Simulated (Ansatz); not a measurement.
# ClF (chlorine monofluoride): BCCD(T)/cc-pVTZ

Aim: the vertical singlet–triplet gap of ClF (chlorine monofluoride) at BCCD(T)/cc-pVTZ, from 2 runs. 

The results are computed with Ansatz 0.2.0.

33 further runs of the same task are left out: 33 set aside as unsound or not needed.

### Step 1. The structure to begin with

ClF has 2 atoms, charge 0, and is taken as a singlet. As SMILES, `FCl`. The shape is that of a PBE0-D4/def2-TZVP optimisation.

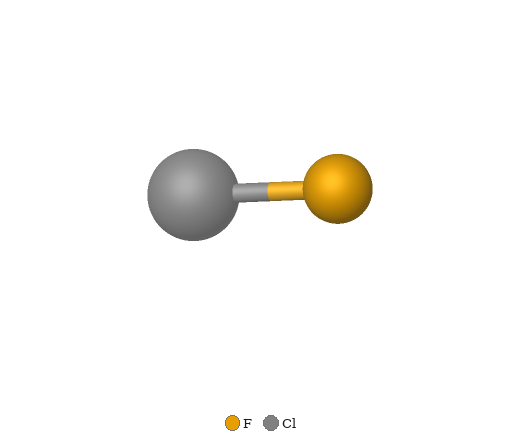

The structure, seen from a chosen angle (fluorine amber, chlorine grey).

### Step 2. A single-point energy at BCCD(T)/cc-pVTZ

input.yaml

```yaml
crystal:
  periodic: [false, false, false]
  atoms:
    - {symbol: F, position_ang: [-0.000000, -0.000000, 0.031290]}
    - {symbol: Cl, position_ang: [0.000000, 0.000000, 1.650960]}
basis:
  gaussian: {orbitals: cc-pVTZ}
correlation: {method: bccd_t, frozen_orbitals: {Cl: 5, F: 1}}
accuracy: high
scf: {omitted_lower_state_checks: [cluster_reference, increment]}
```

On the command line:

```
$ ansatz run input.yaml --threads 1 --pin off --max-ram 3480MiB --events-out events.jsonl --progress --plain --runs-dir runs
```

What it wrote (excerpt; [...] marks lines left out):

```text
Warning: RAYON_NUM_THREADS=1 ignored (pool sized by the plan → 1); use --threads N
Functional definition: HF
  name "HF"
[...]
881 factors; integrals over basis functions are off by at most 4.0e-9 eV
[...]
mean field -15208.47957779 eV, -558.9013158062 hartree, gradient 5.2e-8 eV, S^2 0.000000; 0 other end points of the search recorded, 0 dependent functions left out
6 core orbitals not correlated: weight in the atoms' cores, before any rotation towards them, 1.000 or more for the frozen orbitals, at most 0.000 for the correlated occupied ones
reference -15208.47957779 eV, -558.9013158062 hartree; 7, 7 occupied and 51, 51 virtual orbitals, 881 factors
second order -12.09287210 eV of doubles, -0.00000000 eV of singles
cycle   1  -12.21540239 eV  change   -1.2e-1 eV  update   7.1e-2
[...]
cycle  20  -12.54751932 eV  change   -1.6e-9 eV  update   1.1e-9
perturbative correction -0.46697808 eV, -0.0171611278 hartree
Total energy: -15221.49407520 eV, -559.3795897642 hartree
Checks for a lower state left out: cluster_reference, increment
```

Wall time 2.4 s (1 thread of Arm Neoverse V2, shared host); peak memory 0.21 GiB.

### Step 3. The triplet at the same level

run.yaml

```yaml
crystal:
  periodic: [false, false, false]
  atoms:
    - {symbol: F, position_ang: [-0.000000, -0.000000, 0.031290]}
    - {symbol: Cl, position_ang: [0.000000, 0.000000, 1.650960]}
basis:
  gaussian: {orbitals: cc-pVTZ}
magnetization: {spin_polarized: true, initial_magnetization: 2}
correlation: {method: bccd_t, frozen_orbitals: {Cl: 5, F: 1}}
accuracy: high
scf: {omitted_lower_state_checks: [cluster_reference, increment]}
```

On the command line:

```
$ ansatz run run.yaml --threads 1 --pin off --max-ram 3480MiB --events-out events.jsonl --progress --plain --runs-dir runs
```

What it wrote (excerpt; [...] marks lines left out):

```text
Warning: RAYON_NUM_THREADS=1 ignored (pool sized by the plan → 1); use --threads N
[... 2 set-up lines as earlier in the session ...]
[...]
881 factors; integrals over basis functions are off by at most 4.0e-9 eV
[...]
mean field -15205.45070257 eV, -558.7900066949 hartree, gradient 5.0e-8 eV, S^2 2.022518; 2 other end points of the search recorded, 0 dependent functions left out
6 core orbitals not correlated: weight in the atoms' cores, before any rotation towards them, 1.000 or more for the frozen orbitals, at most 0.000 for the correlated occupied ones
reference -15205.45070257 eV, -558.7900066949 hartree; 8, 6 occupied and 50, 52 virtual orbitals, 881 factors
second order -11.55230718 eV of doubles, -0.00000000 eV of singles
cycle   1  -11.72614390 eV  change   -1.7e-1 eV  update   8.8e-2
[...]
cycle  22  -12.08507673 eV  change  -1.1e-10 eV  update  4.8e-10
perturbative correction -0.48533944 eV, -0.0178358954 hartree
Total energy: -15218.02111875 eV, -559.2519609688 hartree
Checks for a lower state left out: cluster_reference, increment
```

Wall time 6.9 s (1 thread of Arm Neoverse V2, shared host); peak memory 0.38 GiB.

### Step 4. Results

Level: BCCD(T)/cc-pVTZ, 6 core orbitals frozen.

| quantity | value |
| --- | --- |
| singlet: total energy | -559.37959 Eh |
| singlet: correlation energy (6 core orbitals frozen) | -478.3 mEh |
| singlet: (T) correction | -17.16 mEh |
| triplet: total energy | -559.25196 Eh |
| triplet: correlation energy (6 core orbitals frozen) | -462.0 mEh |
| triplet: (T) correction | -17.84 mEh |
| triplet: ⟨S²⟩ of the reference determinant | 2.023 |
| vertical energy of the triplet above the singlet | 3.473 eV |

**Reading.** At this shape the triplet lies 3.47 eV (335 kJ/mol) above the singlet. The triples (singlet) make up 3.6 % of the correlation energy. The triples (triplet) make up 3.9 % of the correlation energy.
